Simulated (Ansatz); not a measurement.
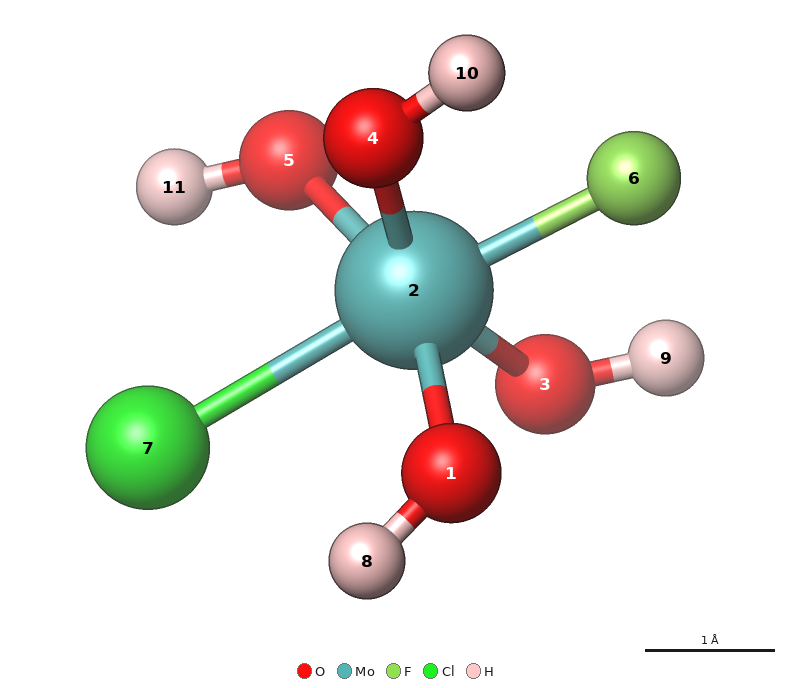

Orthographic view. Atoms fade into the background with distance from the viewer. Charge 0, singlet. Computed geometry: PBE0-D4/def2-TZVP optimisation.

Write a Z-matrix (Å, degrees) in the order of the atom numbers, with these reference atoms: 2 to 1; 3 to 2, 1; 4 to 2, 3, 1; 5 to 2, 4, 1; 6 to 2, 5, 4; 7 to 2, 5, 4; 8 to 1, 2, 5; 9 to 3, 2, 5; 10 to 4, 2, 5; 11 to 5, 2, 4.

```
O  
Mo   1   1.847
O    2   1.846   1    93.5
O    2   1.846   3   153.8   1   105.1
O    2   1.841   4    92.1   1   155.6
F    2   1.936   5   107.1   4   -77.1
Cl   2   2.415   5    77.5   4   103.0
H    1   0.963   2   122.9   5     0.0
H    3   0.964   2   120.0   5   113.3
H    4   0.964   2   120.0   5  -113.3
H    5   0.963   2   124.7   4  -103.0
```
